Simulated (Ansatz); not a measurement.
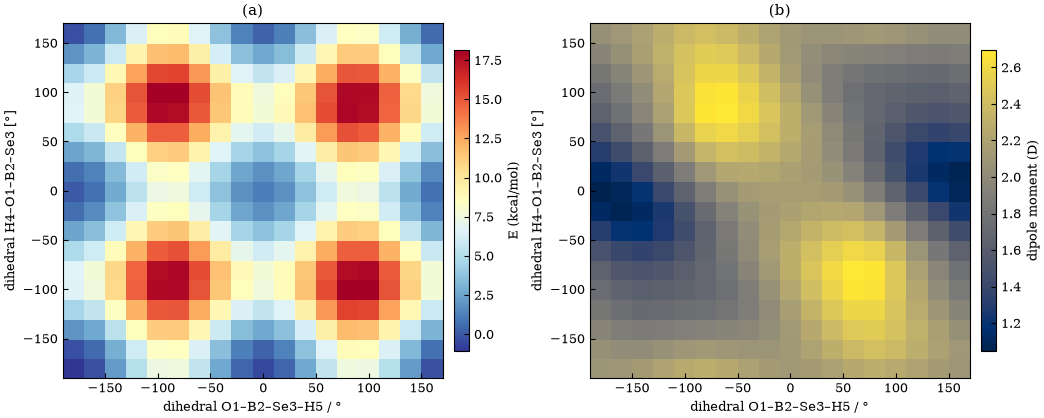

BH2OSe, SMILES O[B][SeH], spin multiplicity 2. First axis: dihedral O1–B2–Se3–H5. Second axis: dihedral H4–O1–B2–Se3. Nothing is relaxed (all other coordinates rigid). Grid: 18 × 18 points; 164 points were computed and 160 follow by symmetry. Energies: kcal/mol, counted from the relaxed molecule at the same level. Computed with Ansatz, UHF/def2-TZVP.

Panel (a) is the energy and panel (b) the computed dipole moment on the same grid.

Drawn: one coloured cell a grid point.

Question: How does the dipole moment vary over the map, and what is it at the lowest grid point?

Answer: Leaving out the highest fifth of the energies, it runs from 1.05 D at dihedral O1–B2–Se3–H5 = −180°, dihedral H4–O1–B2–Se3 = 0° to 2.60 D at dihedral O1–B2–Se3–H5 = −40°, dihedral H4–O1–B2–Se3 = 80°. At the lowest grid point, dihedral O1–B2–Se3–H5 = −180°, dihedral H4–O1–B2–Se3 = −180°, it is 2.09 D.

```tsv
dihedral H4–O1–B2–Se3 ↓, dihedral O1–B2–Se3–H5 →	−180	−140	−100	−60	−20	20	60	100	140
140	1.95	2.17	2.43	2.49	2.25	2.03	1.94	1.92	1.87
100	1.73	2.02	2.47	2.68	2.41	2.05	1.76	1.66	1.62
60	1.49	1.83	2.36	2.60	2.42	2.16	1.83	1.52	1.36
20	1.12	1.40	1.88	2.23	2.22	2.14	1.93	1.48	1.12
−20	1.12	1.12	1.48	1.93	2.14	2.22	2.23	1.88	1.40
−60	1.49	1.36	1.52	1.83	2.16	2.42	2.60	2.36	1.83
−100	1.73	1.62	1.66	1.76	2.05	2.41	2.68	2.47	2.02
−140	1.95	1.87	1.92	1.94	2.03	2.25	2.49	2.43	2.17
−180	2.09	2.14	2.26	2.25	2.14	2.14	2.25	2.26	2.14
```

The table holds every second grid line.
